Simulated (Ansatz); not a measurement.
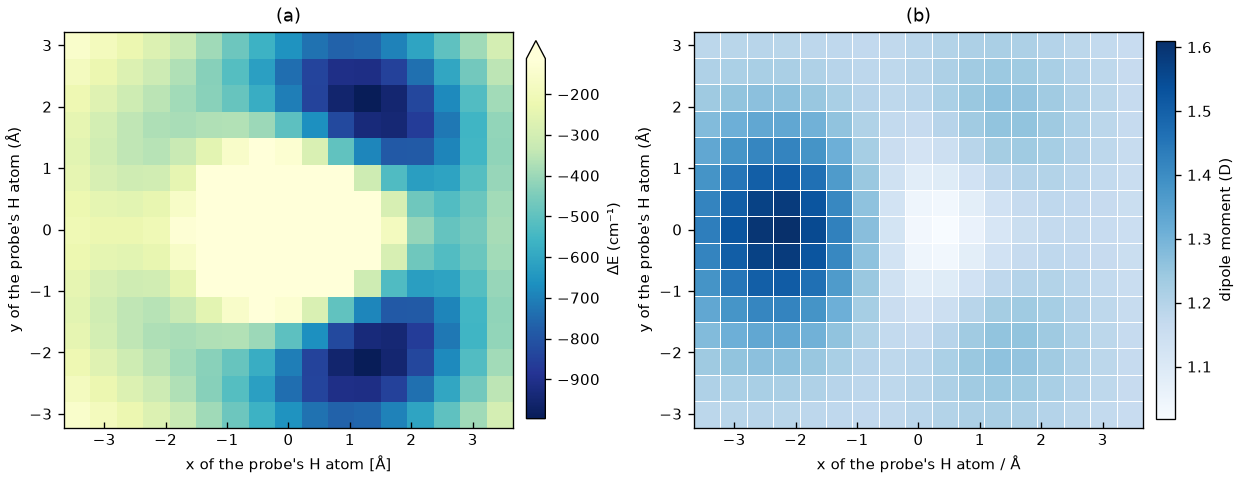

BrF₂Ga (SMILES [F][Ga]([F])[Br]) with the probe H2O. 
- The probe is moved over a plane parallel to the molecule's main plane, 2.50 Å above it.
- The first coordinate is: x of the probe's H atom; the second: y of the probe's H atom.
- Nothing is relaxed (molecule and probe rigid, the probe upright with H nearest the plane).
- The scan uses a 17 × 15 grid; 136 points were computed and 119 follow by symmetry.
- All energies are given in cm⁻¹ relative to molecule and probe far apart, each relaxed in its own basis (no counterpoise correction).
- All numbers below come from Ansatz 0.2.0, RKS PBE-D4/def2-SVPD.

Panel (a) is the energy; panel (b) is the computed dipole moment, in D.

The picture shows one coloured cell a grid point, one colour for all values above the top of the scale.

How does the dipole moment vary over the map, and what is it at the lowest grid point?

Answer. Leaving out the highest fifth of the energies, it runs from 1.15 D at x of the probe's H atom = 0.43 Å, y of the probe's H atom = −1.29 Å to 1.60 D at x of the probe's H atom = −2.58 Å, y of the probe's H atom = 0.00 Å. At the lowest grid point, x of the probe's H atom = 1.29 Å, y of the probe's H atom = −2.15 Å, it is 1.26 D.
